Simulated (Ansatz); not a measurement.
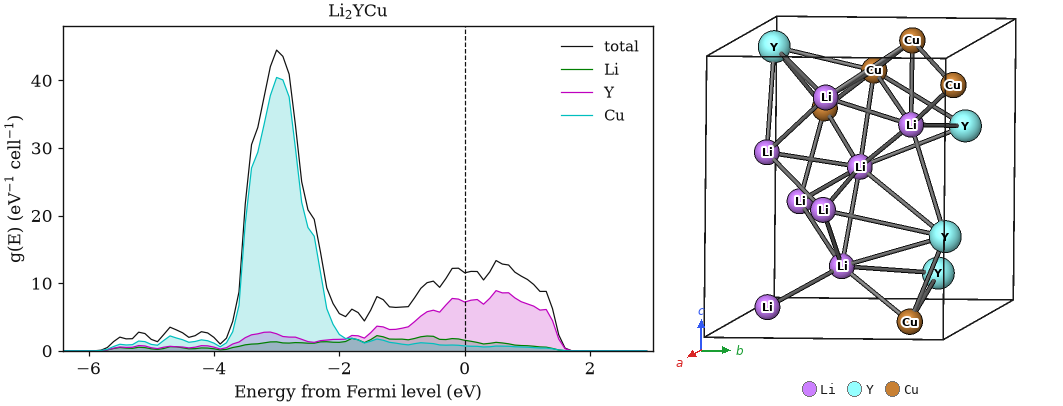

Density of states, beside the structure. Energies are counted from the Fermi level. The partial curves are projected on Löwdin-orthogonalised atomic shells.

Structure: Li2YCu (amorphous cell), 16 atoms in the cell.

Level of theory: DFT PBE, scalar-relativistic, plane waves, PAW, no spin polarisation, 6×5×4 k mesh, 420 eV cutoff, Gaussian smearing of 0.1 eV; code Ansatz 0.2.0.

**What is the density of states at the Fermi level?**

It is a metal. The density of states at the Fermi level is about 12 per eV and cell (mean within 0.25 eV), or 0.74 per atom.

**What carries the states at the Fermi level?**

By projected weight, the states within 0.3 eV of the Fermi level are Y (75 %) and Li (15 %); the projections cover about 85 % of the total there.
